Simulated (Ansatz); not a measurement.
```
N As Ga
1.0
     3.75670    0.00000    0.00000
    -1.87835    3.25340    0.00000
     0.00000    0.00000    9.22916
N As Ga
1 2 3
Direct
  0.00000 0.00000 0.99653
  0.33333 0.66667 0.31661
  0.66667 0.33333 0.68046
  0.33333 0.66667 0.05212
  0.66667 0.33333 0.41832
  0.00000 0.00000 0.78596
```

Space group P3m1; started from the ordered alloy on zincblende lattice prototype, which need not be the ambient phase.

Theory: Ansatz 0.2.0, DFT, HSE06, plane waves, PAW.

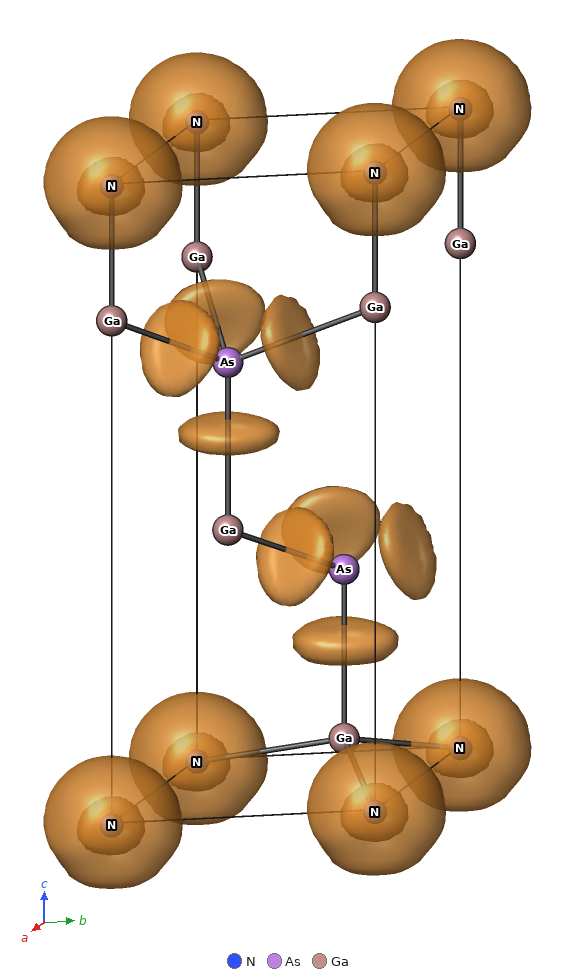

Ga$_{3}$As$_{2}$N. Isosurface of the electron localisation function at 0.7 (orange), seen slightly off an axis. Core shells and regions of very low density are left out. Sticks mark near contacts.

Core electrons are frozen (PAW), and the valence fields are smoothed inside the atomic spheres.

Question: Identify the bonds, lone pairs and shells in this picture.

Answer: The surface consists of eight regions between bonded As–Ga atoms (shared pairs) and one region wrapped around N (its valence shell), counted in one cell of 6 atoms. Regions shared between cells count once. Profiles from the grid: Ga–N (1.94 Å): the ELF peaks at about 0.90 in the valence shell of N, 0.7 Å from its nucleus, and is about 0.50 at the midpoint. Ga–As (2.36 Å): the ELF peaks at about 0.80 between the atoms: a shared electron pair.
